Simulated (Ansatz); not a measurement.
Start from CsPbBr$_{3}$ in the cubic perovskite structure (space group Pm-3m, No. 221; a = 5.872 Å). Axes: x, y, z lie along the cube axes.

One thing is altered: biaxial strain −2.00 %, plane normal [111], relaxed out of plane (Cartesian); in-plane vectors clamped, the third vector and the atoms free.

Computed with Ansatz (a program for electronic structure) PBEsol, no SOC.

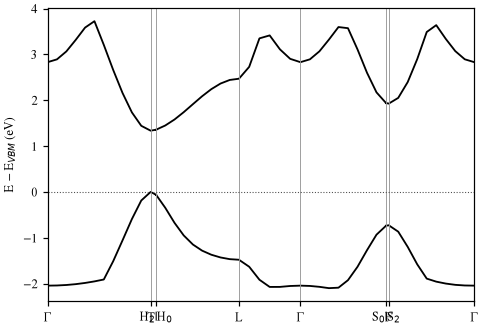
Highest valence and lowest conduction band along the path of the changed cell's own zone

### Question
Read the changed gap and its character from the plot.

### Answer
About 1.3 eV, direct at T.

Spin-orbit coupling, missing from the scalar runs, can matter with Pb. Whether these cells are dynamically stable was not tested. Many cubic perovskites are stable only at high temperature; tilts and polar distortions were not tested. This is not the structure that CsPbBr3 has at room temperature and ambient pressure. Labels are those of the standard path for the cell's own space group.
